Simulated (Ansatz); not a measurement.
# Fields on a plane of PbTe (rock salt)

```
PbTe
1.0
    0.00000     3.28470     3.28470
    3.28470     0.00000     3.28470
    3.28470     3.28470     0.00000
Te Pb
1 1
Cartesian
  0.00000   0.00000   0.00000
  3.28470   3.28470   3.28470
```

The slice is a {111} plane (indices of the conventional cell) through the point (0.000, 0.000, 0.000) (fractional), spanned by u = [100] and v = [-1 2 0] in vectors of this cell: u (4.65 Å) and v (8.05 Å, at 90° to u). It covers one period; positions are fractions (u, v).

Atoms on it: Te at (0.00, 0.00); Te at (0.50, 0.50).

All values below come from PBE (plane waves to 420 eV, PAW, scalar-relativistic; Ansatz, an electronic-structure program). k mesh 9×9×9. Near the nuclei the fields are pseudised (PAW); where an atom keeps semicore shells as valence, they peak there. PbTe was relaxed with its symmetry unable to fall. Spin-orbit coupling is left out, though Pb and Te are heavy. The PAW data are Ansatz's earlier set.

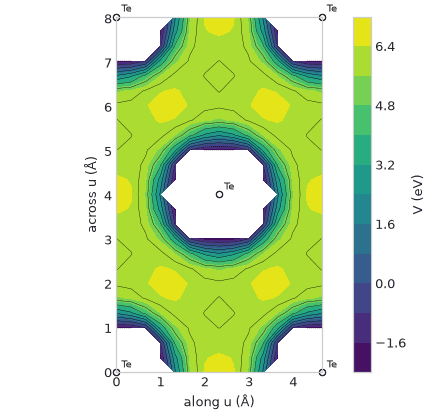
Figure: Electrostatic potential energy of an electron, from the cell's mean, in eV, one period of the plane, atoms marked. Points within 1 Å of a nucleus are left white, as the pseudised field means little there. Values under -2 eV are set to -2. The zero, the cell's mean, hangs on the PAW cores.

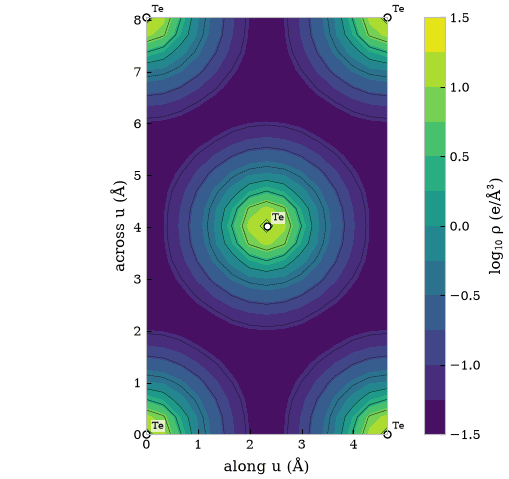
Log₁₀ of the valence density in e/Å³, one period of the plane, atoms marked. The scale is logarithmic, as a density can span decades between atoms and voids.
